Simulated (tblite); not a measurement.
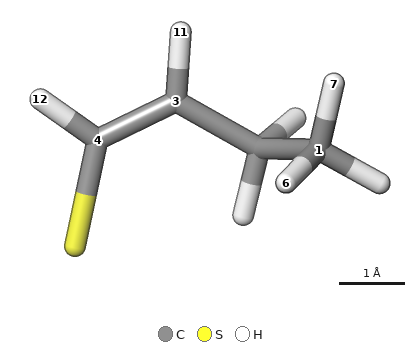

**Figure 1.** The starting structure (stick view, seen at a tilt; atoms are numbered from 1 in the order of the input).

**Molecular dynamics, with input and output: C$_{4}$H$_{7}$S (charge −1)**

The run: molecular dynamics of C$_{4}$H$_{7}$S, charge −1. Method and program: GFN2-xTB Langevin dynamics, gas phase (tblite 0.8.0).

It belongs to a series of runs on one base structure; here: constitutional isomer.

### The program's output
```
t/fs     T/K      E/eV
    0.0   261.5   -423.50645
   25.0   259.0   -423.25938
   50.0   304.3   -423.14238
   75.0   318.3   -423.24844
  100.0   243.8   -423.31039
  125.0   211.3   -423.28095
  150.0   207.8   -423.19766
  175.0   312.5   -423.26924
  200.0   237.3   -423.20248
  225.0   236.0   -423.19110
  250.0   153.1   -423.07118
  275.0   208.1   -423.08350
  300.0   408.4   -423.19171
  325.0   311.9   -422.98280
  350.0   361.3   -423.13006
  375.0   331.1   -423.05110
  400.0   271.0   -422.98434
  425.0   318.0   -423.10712
  450.0   345.6   -423.02963
  475.0   263.6   -422.98791
  500.0   390.3   -423.15485
  525.0   438.1   -423.03262
  550.0   394.4   -423.11478
  575.0   455.4   -423.14144
  600.0   357.2   -423.14591
  625.0   323.6   -423.10765
  650.0   304.8   -423.08119
  675.0   358.0   -423.21814
  700.0   261.2   -422.99233
  725.0   406.6   -423.04061
  750.0   406.2   -423.15264
  775.0   332.5   -423.08113
  800.0   307.3   -423.16283
  825.0   199.4   -423.05566
  850.0   317.6   -423.15301
  875.0   349.2   -423.17048
  900.0   275.7   -423.09043
  925.0   355.0   -423.18799
  950.0   241.3   -423.09535
  975.0   322.3   -423.12832
 1000.0   275.4   -423.06492
```

### Trajectory as extended XYZ (Å, eV, eV/Å), 8 of the 41 frames kept, from step=0 to step=40
```
12
Properties=species:S:1:pos:R:3:forces:R:3 step=0 time_fs=0.0 energy=-423.50645 temperature=261.5
C    -1.5684   -0.1106    0.4541   -0.0042  -0.0063  -0.0012
C    -0.4373    0.4466   -0.4141   -0.0016   0.0029   0.0011
C     0.7485   -0.4643   -0.4637    0.0022   0.0024  -0.0045
C     1.9587   -0.1414    0.0226   -0.0044  -0.0010   0.0026
S     2.4211    1.3223    0.7679    0.0025  -0.0004  -0.0030
H    -1.2211   -0.2396    1.4773    0.0020   0.0020  -0.0043
H    -1.8960   -1.0815    0.0796   -0.0021  -0.0074  -0.0040
H    -2.4274    0.5631    0.4599    0.0032   0.0009   0.0087
H    -0.8308    0.6270   -1.4261    0.0034   0.0022  -0.0036
H    -0.1004    1.4005   -0.0030    0.0028   0.0072   0.0008
H     0.5951   -1.4411   -0.9184   -0.0026  -0.0045   0.0047
H     2.7593   -0.8817   -0.0622   -0.0012   0.0020   0.0029
12
Properties=species:S:1:pos:R:3:forces:R:3 step=6 time_fs=150.0 energy=-423.19766 temperature=207.8
C    -1.9619   -0.0512    0.2768    0.4527  -0.1135   1.0508
C    -0.7725    0.8439   -0.0008    1.1704   0.0492   0.9822
C     0.5040    0.0577   -0.3348   -1.5756   0.4992  -0.0164
C     1.7076    0.4121    0.0793    2.1607  -0.3558   1.3743
S     2.1157    1.7189    1.1332   -0.1890  -0.2013  -0.3463
H    -1.7874   -0.7811    1.0669    0.2120   0.1054   0.2296
H    -2.0899   -0.6108   -0.6046   -0.8259  -0.6841  -1.1168
H    -2.8260    0.5362    0.5675   -0.2312  -0.0054  -0.2560
H    -1.0897    1.4343   -0.8548    0.2363   0.6487  -0.1080
H    -0.5538    1.4803    0.9122   -0.1087  -0.4184  -1.1777
H     0.3773   -0.7755   -1.0021   -0.0849  -0.3763  -0.1888
H     2.6082   -0.3018   -0.0251   -1.2167   0.8522  -0.4269
12
Properties=species:S:1:pos:R:3:forces:R:3 step=11 time_fs=275.0 energy=-423.08350 temperature=208.1
C    -2.0301    0.0261    0.2469   -1.9757  -0.4503   0.7395
C    -0.7565    0.7523    0.0794    1.5215   0.6618  -0.1998
C     0.5145   -0.1324    0.0741   -2.3673   1.4168  -0.0984
C     1.5774    0.3156    0.7233    1.1900   0.3219   0.8331
S     1.7953    1.8632    1.4971   -0.2200  -0.7170  -0.3984
H    -2.1599   -0.2615    1.2929    0.1490  -0.0574   0.1864
H    -2.2461   -0.8891   -0.2852    0.4631  -0.1953  -0.7315
H    -2.8674    0.7052    0.0499   -0.0590  -0.0121  -0.1334
H    -0.8071    1.4901   -0.7558    0.1747  -0.7068  -0.0584
H    -0.7262    1.3979    0.9593    0.5576   0.1778   0.1193
H     0.3149   -1.0704   -0.4070    0.6099  -0.4477  -0.0073
H     2.4522   -0.3304    0.8650   -0.0438   0.0084  -0.2512
12
Properties=species:S:1:pos:R:3:forces:R:3 step=17 time_fs=425.0 energy=-423.10712 temperature=318.0
C    -2.2151   -0.1629    0.0727    0.0448  -0.2588   0.4656
C    -1.0042    0.6261    0.4837    1.7657   0.2565   0.1619
C     0.2009   -0.2257    0.9829   -1.3531   0.4540  -0.7856
C     1.4123    0.3238    1.1596    0.7293  -2.3434   0.7052
S     1.8649    1.8827    1.4467    0.2233   1.8547  -0.1631
H    -2.7504   -0.5359    0.9392    0.1264  -0.5108   0.2205
H    -1.9107   -0.9814   -0.5906   -0.3704   0.2422   0.1264
H    -2.9076    0.5166   -0.3801   -0.4248   0.1989  -0.7864
H    -0.6765    1.2188   -0.3987    0.1451  -0.3562   0.1875
H    -1.2305    1.4106    1.2118   -0.2212  -0.1990   0.2907
H     0.0100   -1.3048    1.0590    0.2785   0.4029  -0.2420
H     2.2859   -0.3858    1.3623   -0.9434   0.2590  -0.1807
12
Properties=species:S:1:pos:R:3:forces:R:3 step=23 time_fs=575.0 energy=-423.14144 temperature=455.4
C    -1.9591   -0.3259    0.8264    1.2034  -1.5846   0.0620
C    -0.5231   -0.1923    0.2105   -0.1341  -0.7021   0.8871
C     0.6213   -0.4439    1.2337   -1.6940   0.0032  -0.7922
C     1.5135    0.4822    1.6215   -0.4313  -1.5432   0.5890
S     1.6443    2.0413    1.1081    0.1944   1.7520  -0.6317
H    -1.9976    0.2953    1.6777   -0.5156   1.2336   0.5587
H    -1.9760   -1.3430    1.2991   -0.3406   0.4183  -0.6694
H    -2.8013   -0.2192    0.1144    0.6825   0.0988   0.4730
H    -0.4709   -1.0006   -0.4989    0.1893  -0.4595  -0.7285
H    -0.4387    0.7307   -0.3399    0.2871   0.4470   0.2156
H     0.5562   -1.4575    1.6648    0.3008   0.5162  -0.0641
H     2.2137    0.1906    2.4038    0.2580  -0.1797   0.1005
12
Properties=species:S:1:pos:R:3:forces:R:3 step=29 time_fs=725.0 energy=-423.04061 temperature=406.6
C    -1.7472    0.1352    0.1630    1.1419  -2.0433   0.2702
C    -0.2829   -0.5487    0.2533   -0.2387   2.1382   1.3678
C     0.4340   -0.2713    1.6087    0.0321   0.4795  -0.2900
C     1.1686    0.8817    1.7696   -1.0466  -1.7846  -0.5478
S     1.7229    1.9229    0.5666   -0.0418   0.4494  -0.2163
H    -1.6765    1.1454    0.5214   -0.0925   0.1599   0.0415
H    -2.4800   -0.4735    0.7520    0.5563   0.6686  -0.3037
H    -2.0424    0.0882   -0.8885   -0.0735   0.2242   0.1927
H    -0.3310   -1.5803    0.0289   -0.2463  -1.1374  -0.1551
H     0.3005   -0.0387   -0.5307    0.0013  -0.1467   0.3596
H     0.4130   -0.9673    2.5159   -0.5672   0.7571  -1.4288
H     1.4589    1.0956    2.7738    0.5751   0.2350   0.7101
12
Properties=species:S:1:pos:R:3:forces:R:3 step=34 time_fs=850.0 energy=-423.15301 temperature=317.6
C    -1.2422    0.6045   -0.2761   -0.3098  -0.2534  -0.5572
C    -0.5281   -0.6247    0.3214   -0.1215  -0.5679  -0.9872
C     0.1557   -0.3730    1.5883    0.0076  -0.4340   2.2075
C     1.0793    0.5454    1.8761    1.0878   1.4281  -0.0038
S     1.8173    1.7510    0.8488   -0.4459  -0.7246   0.3319
H    -0.5869    1.5017   -0.3561   -0.3205  -0.9277   0.2799
H    -2.1846    0.8748    0.2052    0.2518   0.0114   0.3739
H    -1.5192    0.2617   -1.2770   -0.0566   0.4680  -0.2644
H    -1.1973   -1.5365    0.4512    0.3147   1.1161  -0.3146
H     0.2009   -0.8912   -0.4852   -0.1237  -0.0535   0.5449
H    -0.1686   -0.9609    2.4974    0.0934   0.2608  -0.9736
H     1.4659    0.6476    2.9201   -0.3771  -0.3233  -0.6374
12
Properties=species:S:1:pos:R:3:forces:R:3 step=40 time_fs=1000.0 energy=-423.06492 temperature=275.4
C    -1.4507    0.3918    0.2995   -0.2497  -1.2835  -0.5898
C    -0.3898   -0.7793    0.4335   -3.0434   0.4835   2.0290
C     0.3520   -0.6040    1.7236    0.7083   0.1644   0.8681
C     1.3437    0.2804    2.0065   -0.6618  -0.0745  -0.0682
S     1.8178    1.5598    1.0234    0.4597   0.5565  -0.6988
H    -0.9563    1.2979    0.4870    0.6506   1.2125  -0.0032
H    -2.2119    0.2703    1.0825    0.1620  -0.0850  -0.2260
H    -1.9778    0.4400   -0.6907    0.5705  -0.2015   0.7238
H    -1.0901   -1.6723    0.5037    1.3245   0.3108  -0.3244
H     0.3138   -0.8116   -0.3281    0.7680  -0.0295  -1.6719
H     0.0542   -1.1992    2.5683   -0.2442  -0.5857   0.1746
H     1.8435    0.3236    2.9913   -0.4446  -0.4680  -0.2131
```

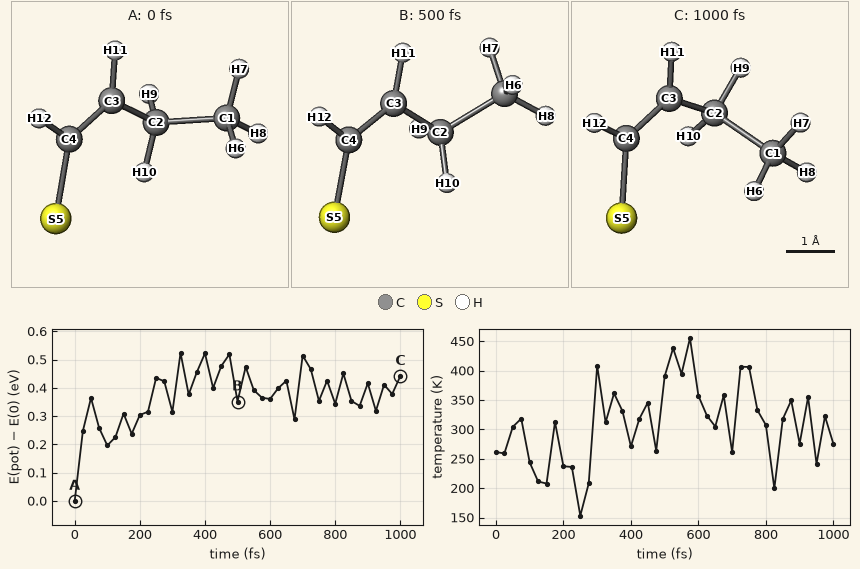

**Figure 2.** Frames of the molecular dynamics (ball-and-stick, seen at a tilt) above the curves, on which the letters mark them. The trajectory kept here has 41 frames over 1000 fs. The temperature starts at 262 K, ranges from 153 to 455 K and averages 337 K over the second half. The potential energy ends 0.442 eV above its first value. After an unweighted best fit of the last frame on the first, the root-mean-square displacement is 0.48 Å, and S5 has moved furthest (1.03 Å).

This output came from the following input.

### The input
```
{"job": {"kind": "md", "xc": "GFN2-xTB", "basis": "xTB", "temperature": 300, "steps": 2000, "every": 50}, "charge": -1, "multiplicity": 1}
C     -1.568423    -0.110595     0.454142
C     -0.437268     0.446552    -0.414091
C      0.748532    -0.464289    -0.463691
C      1.958686    -0.141369     0.022636
S      2.421066     1.322254     0.767924
H     -1.221076    -0.239554     1.477304
H     -1.895998    -1.081539     0.079577
H     -2.427436     0.563126     0.459869
H     -0.830824     0.627008    -1.426082
H     -0.100432     1.400455    -0.002952
H      0.595117    -1.441067    -0.918424
H      2.759256    -0.881666    -0.062238
```

The first line tells a small driver script what to run in tblite; the rest is the geometry in Å.

Launched with:
```bash
OMP_NUM_THREADS=1 python <driver script> task.json out
```

### Key numbers

```json
{"quantity": "outcome", "value": "finished"}
{"quantity": "mean temperature over the second half", "value": "337 K"}
{"quantity": "trajectory", "value": "41 frames kept, 1000 fs"}
{"quantity": "hardware", "value": "1 CPU thread, shared host"}
{"quantity": "wall time", "value": "14 s"}
{"quantity": "peak memory", "value": "0.18 GiB"}
```
